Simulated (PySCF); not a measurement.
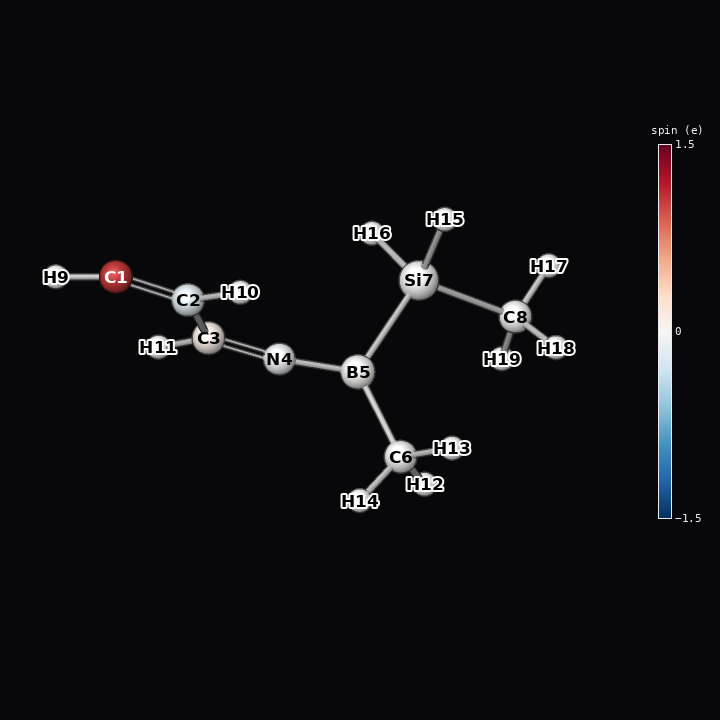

Atoms are coloured by their Mulliken spin populations. Charge 0, doublet. The geometry was computed by an optimisation with GFN2-xTB. No frequency run is at hand to confirm it as a minimum. Properties computed with UKS B3LYP, pcH-1 on B C H N Si, non-relativistic (PySCF 2.14.0).

**Which atom carries the largest spin population?**

C1 (1.06 e).

**Which atom has the lowest spin population?**

C2 (−0.16 e); a negative value comes from spin polarisation.

Give the Mulliken spin populations atom by atom.

```tsv
atom	value (e)
C1	1.06
C2	−0.16
C3	0.09
N4	−0.04
B5	0.02
C6	−0.01
Si7	−0.01
C8	0.00
H9	0.01
H10	0.05
H11	0.00
H12	0.00
H13	0.00
H14	0.00
H15	0.00
H16	0.00
H17	0.00
H18	0.00
H19	0.00
```

Mulliken values depend strongly on the basis set. The geometry is semi-empirical. Around B, Si such bond lengths and angles can be off by a tenth of an ångström or more and by several degrees, and values that hang on the shape move with them.
